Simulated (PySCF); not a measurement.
Scan of H2Cl (cation, charge +1), singlet: map of symmetric stretch and bend. Scanned: Cl-H bond length and H-Cl-H angle.

Cartesian coordinates as functions of the variables (Å; names that start with a are angles):
```
Cl  0  0  0
H  r*sin(a/2)  0  r*cos(a/2)
H  -r*sin(a/2)  0  r*cos(a/2)
```

Method: PySCF with restricted B3LYP/6-31G*, spherical d.

Energy in mEh above the lowest grid point; x is the Cl-H bond length (Å), y the H-Cl-H angle (°).

```
y \ x    1.11   1.18   1.24  1.33  1.38   1.45   1.51   1.58   1.63   1.70   1.77
------  -----  -----  -----  ----  ----  -----  -----  -----  -----  -----  -----
180     161.7  120.5  101.6  92.2  93.7  101.0  110.4  123.6  133.8  148.7  163.6
172.36  159.4  118.1   99.2  89.8  91.2   98.4  107.7  120.7  130.8  145.4  160.0
160.46  147.1  105.8   86.8  77.3  78.6   85.7   94.9  107.8  117.8  132.3  147.0
150.80  131.6   90.4   71.5  62.2  63.8   71.1   80.6   94.0  104.4  119.5  134.8
140.45  112.7   71.7   53.2  44.6  46.6   54.7   64.8   79.0   90.0  106.1  122.3
131.65   96.8   56.3   38.2  30.4  32.8   41.6   52.4   67.4   79.0   95.9  112.9
120.66   79.9   39.8   22.2  15.3  18.4   28.0   39.6   55.5   67.8   85.5  103.4
108.42   67.2   27.5   10.3   4.0   7.5   17.8   30.0   46.6   59.4   77.8   96.4
97.71    62.9   23.2    6.1   0.0   3.6   14.1   26.4   43.3   56.2   75.0   93.8
88.22    65.4   25.4    8.0   1.6   5.0   15.3   27.6   44.3   57.2   75.8   94.7
80.64    71.9   31.5   13.7   6.7   9.8   19.7   31.6   47.9   60.6   79.0   97.6
70       88.2   46.6   27.9  19.6  22.0   30.9   42.1   57.5   69.6   87.2  105.1
```

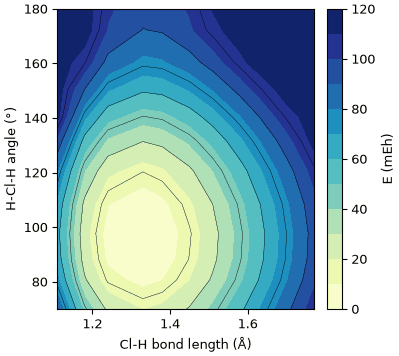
*Energy surface, cut off at 115 mEh.*

Points that lie below all their neighbours on the grid: x = 1.33, y = 97.71 (0.0 mEh).
